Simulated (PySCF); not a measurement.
**P4O6: a changed input and its effect**

System: P4O6 (phosphorus(iii) oxide).
Method of run A: GIAO PBE0/pcSseg-1 NMR shielding, non-relativistic, IEF-PCM cyclohexane (PySCF 2.14.0).

The geometry comes from this level: PBE0-D3(BJ)/def2-SVP. Text and figures count atoms from 1; the logs count them from 0 in places.

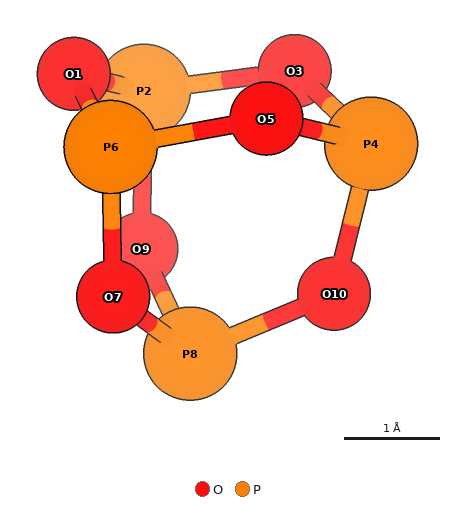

Fig. 1: The structure (ball-and-stick view, seen at a tilt; atoms are numbered from 1 in the order of the input). Bond lengths as drawn: O–P 1.67 Å.

## The input, run A
```
{"job": {"kind": "nmr", "xc": "PBE0", "basis": "pcSseg-1", "solvent": "cyclohexane", "pop": true}, "charge": 0, "multiplicity": 1}
O      1.206733    -1.248494     0.078181
P      1.428999    -0.228122     1.378948
O      1.320319     1.235643     0.586123
P      0.128700     1.739278    -0.465246
O      0.105743     0.419558    -1.485179
P     -0.005764    -1.190886    -1.065984
O     -1.323702    -1.106480    -0.047249
P     -1.556787    -0.061227     1.232155
O     -0.107461    -0.290096     2.025245
O     -1.209687     1.376994     0.462244
```

The first line tells a small driver script what to run in PySCF; the rest is the geometry in Å.

Launched with:
```bash
OMP_NUM_THREADS=1 python <driver script> task.json out
```

Hardware: 1 CPU thread, shared host.

## Output (run A)
```
coarse grid: 13016 points
cycle   1  E = -1815.4235310250  dE =  2.496e+00  |g| = 1.463e+00  |ddm| = 3.859e+00
cycle   2  E = -1815.1139047645  dE =  3.096e-01  |g| = 1.973e+00  |ddm| = 2.058e+00
cycle   3  E = -1815.7847703106  dE = -6.709e-01  |g| = 9.261e-02  |ddm| = 1.165e+00
cycle   4  E = -1815.7863268830  dE = -1.557e-03  |g| = 2.203e-02  |ddm| = 1.186e-01
cycle   5  E = -1815.7864198796  dE = -9.300e-05  |g| = 1.198e-03  |ddm| = 2.012e-02
cycle   6  E = -1815.7864202036  dE = -3.240e-07  |g| = 6.739e-04  |ddm| = 2.029e-03
final grid: 114952 points
cycle   7  E = -1815.9064577432  dE = -1.967e-05  |g| = 1.360e-02  |ddm| = 2.376e-02
cycle   8  E = -1815.9064307970  dE =  2.695e-05  |g| = 1.846e-02  |ddm| = 1.705e-02
cycle   9  E = -1815.9064867845  dE = -5.599e-05  |g| = 6.628e-04  |ddm| = 1.020e-02
cycle  10  E = -1815.9064868374  dE = -5.291e-08  |g| = 3.545e-04  |ddm| = 7.030e-04
cycle  11  E = -1815.9064868586  dE = -2.125e-08  |g| = 8.014e-05  |ddm| = 2.459e-04
cycle  12  E = -1815.9064868596  dE = -1.029e-09  |g| = 1.206e-05  |ddm| = 5.471e-05
cycle  13  E = -1815.9064868597  dE = -1.364e-11  |g| = 7.888e-06  |ddm| = 1.259e-05
converged SCF energy = -1815.9064868597

GIAO shielding tensors (ppm)
atom      isotropic    diamagn.    paramagn.     s11        s22        s33       span
  0 O      162.803     404.317    -241.514     40.515    178.878    269.016    228.501
  1 P      196.479     964.185    -767.706     74.516     74.774    440.146    365.630
  2 O      162.928     404.093    -241.165     40.871    179.035    268.879    228.008
  3 P      196.534     964.283    -767.749     74.584     74.743    440.276    365.692
  4 O      162.912     404.557    -241.645     40.797    178.976    268.962    228.165
  5 P      196.242     964.358    -768.117     74.263     74.563    439.899    365.636
  6 O      162.802     404.332    -241.530     40.452    178.860    269.093    228.641
  7 P      196.330     964.192    -767.861     74.378     74.646    439.967    365.590
  8 O      162.830     403.871    -241.041     40.742    178.891    268.858    228.116
  9 O      162.894     404.111    -241.216     40.653    178.985    269.045    228.391
```

The input of run B differs as follows (lines with − go, lines with + come):
```diff
-"solvent": "cyclohexane"
-"pop": true
+"solvent": "water"
+"pop": false
```

How does run B compare with run A?

The total energy of run B is 2.4 kcal/mol lower: the change of the electrostatic solvation energy at this fixed geometry, without cavity or dispersion terms. The HOMO goes from −8.34 to −8.25 eV. The LUMO goes from −1.53 to −1.42 eV. Of all shieldings, the largest change is that of P4, P6 and P8, by +0.8 ppm. The number of SCF iterations is the same.

## Output (run B)
```
coarse grid: 13016 points
cycle   1  E = -1815.4295089783  dE =  2.490e+00  |g| = 1.459e+00  |ddm| = 3.859e+00
cycle   2  E = -1815.1265087050  dE =  3.030e-01  |g| = 1.962e+00  |ddm| = 2.055e+00
cycle   3  E = -1815.7887095464  dE = -6.622e-01  |g| = 8.953e-02  |ddm| = 1.151e+00
cycle   4  E = -1815.7901583708  dE = -1.449e-03  |g| = 2.095e-02  |ddm| = 1.120e-01
cycle   5  E = -1815.7902424344  dE = -8.406e-05  |g| = 1.179e-03  |ddm| = 1.982e-02
cycle   6  E = -1815.7902427796  dE = -3.452e-07  |g| = 6.181e-04  |ddm| = 2.282e-03
final grid: 114952 points
cycle   7  E = -1815.9102824734  dE = -1.977e-05  |g| = 1.357e-02  |ddm| = 2.371e-02
cycle   8  E = -1815.9102562275  dE =  2.625e-05  |g| = 1.835e-02  |ddm| = 1.679e-02
cycle   9  E = -1815.9103113854  dE = -5.516e-05  |g| = 6.140e-04  |ddm| = 9.981e-03
cycle  10  E = -1815.9103114340  dE = -4.857e-08  |g| = 2.952e-04  |ddm| = 6.724e-04
cycle  11  E = -1815.9103114479  dE = -1.394e-08  |g| = 8.875e-05  |ddm| = 2.085e-04
cycle  12  E = -1815.9103114492  dE = -1.292e-09  |g| = 9.961e-06  |ddm| = 5.566e-05
cycle  13  E = -1815.9103114493  dE = -1.546e-11  |g| = 6.159e-06  |ddm| = 1.062e-05
converged SCF energy = -1815.9103114493

GIAO shielding tensors (ppm)
atom      isotropic    diamagn.    paramagn.     s11        s22        s33       span
  0 O      163.566     404.483    -240.917     41.625    180.279    268.793    227.167
  1 P      197.230     964.157    -766.927     75.494     75.732    440.465    364.971
  2 O      163.683     404.261    -240.578     41.971    180.436    268.641    226.670
  3 P      197.302     964.260    -766.958     75.602     75.698    440.606    365.004
  4 O      163.680     404.719    -241.040     41.911    180.390    268.738    226.828
  5 P      197.028     964.341    -767.314     75.270     75.588    440.225    364.955
  6 O      163.572     404.499    -240.927     41.573    180.274    268.870    227.297
  7 P      197.098     964.165    -767.067     75.369     75.634    440.290    364.920
  8 O      163.586     404.046    -240.460     41.840    180.295    268.623    226.783
  9 O      163.660     404.278    -240.618     41.774    180.400    268.806    227.032
```

## The two runs side by side

| quantity | run A | run B |
| --- | --- | --- |
| outcome | converged | converged |
| total energy (hartree) | −1815.906487 | −1815.910311 |
| HOMO (eV) | −8.34 | −8.25 |
| LUMO (eV) | −1.53 | −1.42 |
| dipole moment (D) | 0.01 | 0.01 |
| shielding of O1 (ppm) | 162.8 | 163.6 |
| shielding of P4 (ppm) | 196.5 | 197.3 |
| shielding of O5 (ppm) | 162.9 | 163.7 |
| shielding of P6 (ppm) | 196.2 | 197.0 |
| shielding of O7 (ppm) | 162.8 | 163.6 |
| shielding of P8 (ppm) | 196.3 | 197.1 |
| shielding of O10 (ppm) | 162.9 | 163.7 |
| SCF iterations | 13 | 13 |
| basis functions | 198 | 198 |
| wall time (shared host) | 51 s | 49 s |
